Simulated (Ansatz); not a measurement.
# AlO2: the cost of one run

The runs use Ansatz 0.2.0, Gaussian basis; def2-QZVPP, all electrons in the functionals, frozen cores in the correlation of double hybrids and RPA.

The runs, in order: wB97M-V, B2PLYP, at charge 0, quartet; charge 0, doublet; charge 0, sextet; charge 1, triplet; charge 1, quintet.

3 further runs of the same task are left out: 1 that didn't finish, 2 set aside as unsound or not needed. Runs told in other sessions of the task aren't counted.

**1. What is computed**

The geometry is a PBE0/def2-TZVP stationary point (not a proven minimum).

3 atoms, charge 0, spin multiplicity 4.

Atoms are counted from 1 here; the program's logs count them from 0.

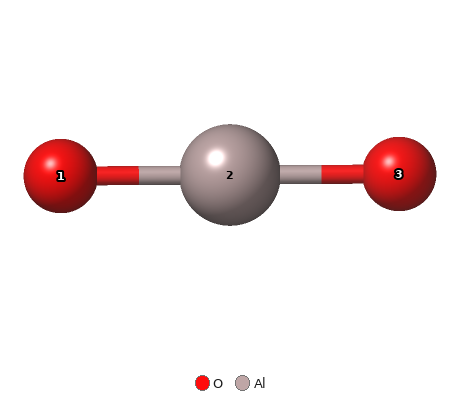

The structure; oxygen red, aluminium light grey; atoms are numbered from 1 in the order of the file.

No dispersion term is added; wB97M-V holds VV10 nonlocal correlation.

The geometry shown and the zero of energy belong to the point charge 0, quartet. The yardstick, UCCSD(T), and other wave-function levels (R restricted, U unrestricted, valence and pair active spaces) come from earlier runs.

**2. wB97M-V, charge 0, quartet**

The input, in.yaml:

```yaml
crystal:
  periodic: [false, false, false]
  atoms:
    - {symbol: O, position_ang: [0.000000, 0.000000, 1.781800]}
    - {symbol: Al, position_ang: [0.000000, 0.000000, 0.000000]}
    - {symbol: O, position_ang: [0.000000, 0.000000, -1.781800]}
basis:
  gaussian: {orbitals: "def2-QZVPP.json"}
magnetization: {spin_polarized: true, initial_magnetization: 3}
hamiltonian: {xc: {name: wB97M-V}}
output: {orbitals: {seedname: orbitals}}
```

Launch:

```sh
$ ansatz run in.yaml --threads 1 --pin off --events-out ev --progress --plain --max-ram 2393MiB
```

Q: Estimate wall time and peak memory on 1 thread of Arm Neoverse V1, shared host.

About 69 s, with a peak of 0.6 GiB.
